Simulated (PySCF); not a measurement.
# C5H7FS: magnetic properties

Aim: compute the magnetic properties of C5H7FS (`C#C[C@@H](F)SCC`).

Computed with PySCF 2.14.0 and routines of our own; the level stands in each step. Atoms count from 0.

## (1) The starting structure

14 atoms, charge 0, multiplicity 1; geometry from: GFN2-xTB.

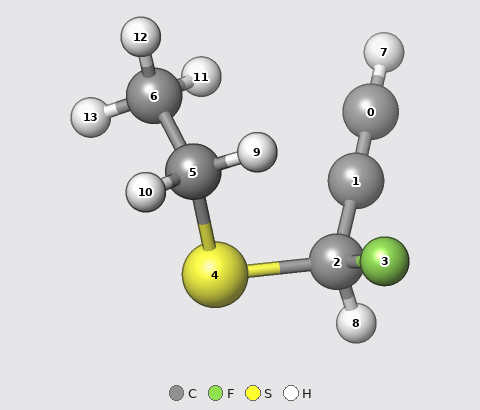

The starting geometry (carbon grey, fluorine green, sulfur yellow, hydrogen white).

## (2) Magnetic properties: GIAO KT3/pcSseg-1

Job settings and geometry (Å):

```
{"job": {"kind": "mag", "xc": "KT3", "basis": "pcSseg-1", "isotopologues": 2}, "charge": 0, "multiplicity": 1}
C      2.092472     1.250030     0.037094
C      1.792422     0.102839     0.204373
C      1.380884    -1.259005     0.444412
F      1.396546    -1.539795     1.791273
S     -0.288923    -1.610296    -0.237869
C     -1.303399    -0.419401     0.711882
C     -1.570576     0.857716    -0.060025
H      2.378227     2.245220    -0.133043
H      2.051366    -1.974394    -0.047469
H     -0.777540    -0.229480     1.646351
H     -2.231775    -0.947647     0.929099
H     -0.639025     1.368395    -0.290986
H     -2.196188     1.520728     0.534501
H     -2.085168     0.634617    -0.991711
```

Level: GIAO KT3/pcSseg-1 magnetisability, rotational g tensor and spin-rotation constants, non-relativistic, gas phase.

On the command line:

```console
$ OMP_NUM_THREADS=1 python excited_run.py task.json out
```

This one command runs all jobs of the session in turn.

Log:

```text
coarse grid: 12480 points
cycle   1  E = -699.6486313616  dE =  6.951e-01  |g| = 7.665e-01  |ddm| = 3.542e+00
cycle   2  E = -699.4490323170  dE =  1.996e-01  |g| = 1.305e+00  |ddm| = 1.990e+00
cycle   3  E = -699.7525870741  dE = -3.036e-01  |g| = 2.323e-01  |ddm| = 1.424e+00
cycle   4  E = -699.7624515162  dE = -9.864e-03  |g| = 1.153e-01  |ddm| = 3.049e-01
cycle   5  E = -699.7654064198  dE = -2.955e-03  |g| = 4.642e-02  |ddm| = 1.105e-01
cycle   6  E = -699.7659168012  dE = -5.104e-04  |g| = 8.976e-03  |ddm| = 4.224e-02
cycle   7  E = -699.7659361217  dE = -1.932e-05  |g| = 2.667e-03  |ddm| = 1.432e-02
cycle   8  E = -699.7659377665  dE = -1.645e-06  |g| = 7.771e-04  |ddm| = 4.219e-03
final grid: 117000 points
cycle   9  E = -699.8331681170  dE = -1.954e-04  |g| = 2.452e-02  |ddm| = 1.028e-01
cycle  10  E = -699.8329477011  dE =  2.204e-04  |g| = 4.426e-02  |ddm| = 5.553e-02
cycle  11  E = -699.8332509888  dE = -3.033e-04  |g| = 3.111e-03  |ddm| = 4.016e-02
cycle  12  E = -699.8332507767  dE =  2.121e-07  |g| = 2.883e-03  |ddm| = 4.983e-03
cycle  13  E = -699.8332529838  dE = -2.207e-06  |g| = 4.450e-04  |ddm| = 2.244e-03
cycle  14  E = -699.8332530364  dE = -5.260e-08  |g| = 8.907e-05  |ddm| = 6.736e-04
cycle  15  E = -699.8332530384  dE = -1.987e-09  |g| = 3.387e-05  |ddm| = 1.779e-04
cycle  16  E = -699.8332530387  dE = -2.885e-10  |g| = 7.419e-06  |ddm| = 5.314e-05
converged SCF energy = -699.8332530387

Magnetisability tensor (1e-30 J/T^2)
    -1212.48        0.71        2.70
        0.71    -1237.12       55.28
        2.70       55.28    -1168.58
isotropic -1206.06   principal values   -1267.90  -1212.57  -1137.71
isotropic susceptibility -72.631 1e-6 cm^3/mol

Inertial axes            a          b          c
rot. const./GHz      2.5183     1.8855     1.3489
chi total           -72.924    -75.708    -69.259
chi diamagnetic    -560.122   -719.463   -969.695
chi paramagnetic    487.198    643.755    900.435
quadrupole/D A        1.317      2.664     -3.981
g nuclear            0.5624     0.5615     0.5627
g electronic        -0.5764    -0.5702    -0.5706
g total             -0.0140    -0.0087    -0.0079

Spin-rotation constants (kHz, H = +C I.J)
atom  isotope        aa         bb         cc
  3    19F        2.078      1.182      1.324
  7     1H       -0.279      0.055     -0.157
  8     1H       -0.099     -0.108     -0.026
  9     1H       -0.098     -0.206     -0.016
 10     1H       -0.044     -0.119     -0.125
 11     1H       -0.074     -0.087     -0.133
 12     1H       -0.194     -0.165     -0.039
 13     1H       -0.135     -0.205     -0.041
  0    13C*       0.726      0.219      0.394
  1    13C*       0.856      0.008      0.483
  2    13C*       0.648      0.539      0.288
  4    33S*       0.590      0.705      0.471
  5    13C*       0.448      0.292      0.223
  6    13C*       0.400      0.266      0.195
* in the singly substituted isotopologue

Isotopologues: g along a, b, c
2H    at 7,8,9,10,11,12    -0.0126    -0.0080    -0.0069
13C   at 0                 -0.0140    -0.0085    -0.0078
```

Run time: 31 s. Hardware: 1 thread of Arm Neoverse V1, shared host; peak memory 0.54 GiB.

Key values:

| quantity | value |
| --- | --- |
| magnetisability | -1206·10⁻³⁰ J/T² |
| molar susceptibility | -72.6·10⁻⁶ cm³/mol |
| rotational g (a, b, c) | -0.0140, -0.0087, -0.0079 |

## (3) Magnetic properties: GIAO OPBE/6-31G, grid 4

Settings changed since step 2:

```diff
@@ -1,2 +1,2 @@
-{"job": {"kind": "mag", "xc": "KT3", "basis": "pcSseg-1", "isotopologues": 2}, "charge": 0, "multiplicity": 1}
+{"job": {"kind": "mag", "xc": "OPBE", "basis": "6-31G", "grid": 4}, "charge": 0, "multiplicity": 1}
 C      2.092472     1.250030     0.037094
```

Level: GIAO OPBE/6-31G magnetisability, rotational g tensor and spin-rotation constants, non-relativistic, gas phase.

Log:

```text
coarse grid: 12480 points
cycle   1  E = -692.3988581755  dE =  7.380e-01  |g| = 6.430e-01  |ddm| = 3.960e+00
cycle   2  E = -692.2309560229  dE =  1.679e-01  |g| = 1.134e+00  |ddm| = 2.663e+00
cycle   3  E = -692.4801847518  dE = -2.492e-01  |g| = 2.264e-01  |ddm| = 1.808e+00
cycle   4  E = -692.4914482945  dE = -1.126e-02  |g| = 1.012e-01  |ddm| = 3.017e-01
cycle   5  E = -692.4939472201  dE = -2.499e-03  |g| = 2.792e-02  |ddm| = 1.135e-01
cycle   6  E = -692.4941165454  dE = -1.693e-04  |g| = 7.116e-03  |ddm| = 3.524e-02
cycle   7  E = -692.4941304781  dE = -1.393e-05  |g| = 1.575e-03  |ddm| = 1.348e-02
cycle   8  E = -692.4941311234  dE = -6.454e-07  |g| = 5.587e-04  |ddm| = 3.690e-03
final grid: 310528 points
cycle   9  E = -692.4179556913  dE = -3.713e-05  |g| = 1.870e-02  |ddm| = 7.335e-02
cycle  10  E = -692.4177430461  dE =  2.126e-04  |g| = 3.226e-02  |ddm| = 7.560e-02
cycle  11  E = -692.4180583846  dE = -3.153e-04  |g| = 2.101e-03  |ddm| = 5.190e-02
cycle  12  E = -692.4180593023  dE = -9.177e-07  |g| = 8.182e-04  |ddm| = 3.097e-03
cycle  13  E = -692.4180594219  dE = -1.195e-07  |g| = 4.459e-04  |ddm| = 1.342e-03
cycle  14  E = -692.4180594732  dE = -5.129e-08  |g| = 9.218e-05  |ddm| = 4.941e-04
cycle  15  E = -692.4180594751  dE = -1.954e-09  |g| = 2.165e-05  |ddm| = 1.266e-04
cycle  16  E = -692.4180594752  dE = -1.226e-10  |g| = 3.741e-06  |ddm| = 3.172e-05
converged SCF energy = -692.4180594752

Magnetisability tensor (1e-30 J/T^2)
    -1232.90       -5.48        1.84
       -5.48    -1270.15       55.99
        1.84       55.99    -1207.57
isotropic -1236.87   principal values   -1303.46  -1232.47  -1174.69
isotropic susceptibility -74.486 1e-6 cm^3/mol

Inertial axes            a          b          c
rot. const./GHz      2.5183     1.8855     1.3489
chi total           -74.187    -77.801    -71.471
chi diamagnetic    -559.365   -718.195   -968.406
chi paramagnetic    485.178    640.394    896.935
quadrupole/D A        1.909      2.386     -4.295
g nuclear            0.5624     0.5615     0.5627
g electronic        -0.5740    -0.5673    -0.5684
g total             -0.0116    -0.0058    -0.0056

Spin-rotation constants (kHz, H = +C I.J)
atom  isotope        aa         bb         cc
  3    19F        1.700      1.085      1.330
  7     1H       -0.304      0.045     -0.169
  8     1H       -0.123     -0.121     -0.034
  9     1H       -0.119     -0.214     -0.028
 10     1H       -0.064     -0.132     -0.133
 11     1H       -0.091     -0.107     -0.141
 12     1H       -0.210     -0.180     -0.050
 13     1H       -0.150     -0.218     -0.050
  0    13C*       0.645      0.198      0.350
  1    13C*       0.751      0.004      0.424
  2    13C*       0.576      0.481      0.253
  4    33S*       0.521      0.626      0.413
  5    13C*       0.379      0.240      0.178
  6    13C*       0.328      0.216      0.159
* in the singly substituted isotopologue
```

Run time: 27 s. Hardware: 1 thread of Arm Neoverse V1, shared host; peak memory 0.46 GiB.

From this job:

| quantity | value |
| --- | --- |
| magnetisability | -1237·10⁻³⁰ J/T² |
| molar susceptibility | -74.5·10⁻⁶ cm³/mol |
| rotational g (a, b, c) | -0.0116, -0.0058, -0.0056 |

## (4) Magnetic properties side by side

| level | ξ (10⁻³⁰ J/T²) | g(a) | g(b) | gap (eV) | functions | time |
| --- | --- | --- | --- | --- | --- | --- |
| GIAO KT3/pcSseg-1 | -1206 | -0.0140 | -0.0087 | 4.77 | 161 | 31 s |
| GIAO OPBE/6-31G, grid 4 | -1237 | -0.0116 | -0.0058 | 4.97 | 81 | 27 s |

## (5) Outcome

| quantity | value |
| --- | --- |
| magnetisability (step 2, GIAO KT3/pcSseg-1) | -1206·10⁻³⁰ J/T² |
| molar susceptibility (step 2, GIAO KT3/pcSseg-1) | -72.6·10⁻⁶ cm³/mol |
| rotational g (a, b, c) (step 2, GIAO KT3/pcSseg-1) | -0.0140, -0.0087, -0.0079 |
| magnetisability over the levels | -1237 to -1206·10⁻³⁰ J/T² |

In words: The magnetisability spreads by 2.5 % over 2 levels of like cost. Vibrational averaging and real surroundings are missing from these values.
